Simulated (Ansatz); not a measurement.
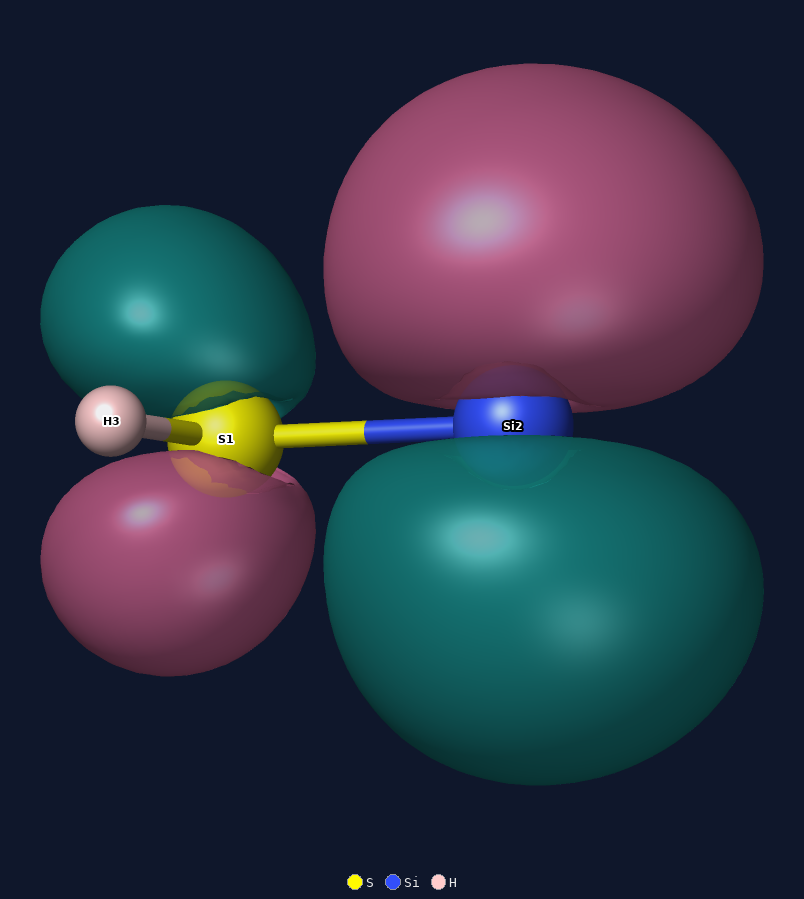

Figure 1: HSSi (SMILES [Si]#[SH]) (doublet). The LUMO (α) at ±0.08 Å⁻³ᐟ² (teal and pink are the two phases), seen from one side.

Geometry: r2SCAN-D4/def2-TZVP.

The calculation used isolated molecule in a Gaussian basis; Kohn-Sham density functional theory, functional PBE0 (Ansatz 0.2.0).

Describe this orbital and give its energy.

By Hirshfeld shares it lies mainly on Si2 (about 80 %) and S1 (about 20 %); it changes sign across the molecular plane (π type). Its energy is −2.62 eV.
